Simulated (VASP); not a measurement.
Band structure of TiAl (relaxed from the zinc blende structure, space group F-43m). Level of theory: r2SCAN meta-GGA, VASP's PBE PAW potentials (set 64) (plane waves; VASP).

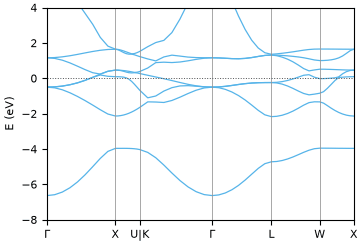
Fig. 1. Bands along high-symmetry lines, zero at the valence-band maximum or, without a gap, the Fermi level

Question: Read the plot: is there a gap, and where are the band edges?

Answer: It has no gap at this level: it comes out as a metal or semimetal.

The structure was generated: TiAl was put into the zinc blende type (F-43m), which need not be its known phase. It was relaxed first, which changed the volume by -20 %. The electron count is odd and the run is not spin-polarised, which forces a metal.
